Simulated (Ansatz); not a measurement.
Bands of a (8,0) GaN nanotube, along its axis.

Levels: PBE (plane waves to 420 eV, PAW; Ansatz, a program for electronic structure); PBE with spin-orbit coupling in Ansatz. Unmarked values and the geometry are of the first. Mesh 1×1×6. No spin polarisation. Periodic along z alone, with about 11 Å of vacuum beside it. A hypothetical model, rolled from the flat sheet. Symmetry and one short period hold its shape; lower forms weren't sought.

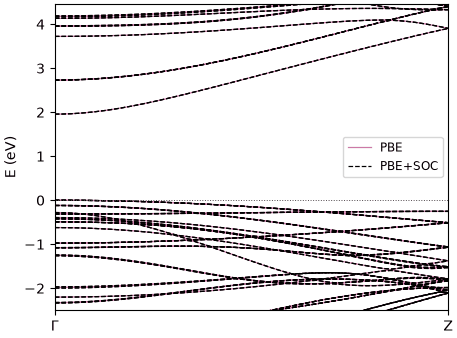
Bands from the zone centre to the zone edge (period 5.53 Å); the dotted line marks the highest filled level of each set

### Question
Is it a metal or a semiconductor at this level? Give what the bands show.

### Answer
A semiconductor in PBE.
- PBE gap = 1.96 eV, direct at Γ
- PBE+SOC gap at this geometry = 1.96 eV
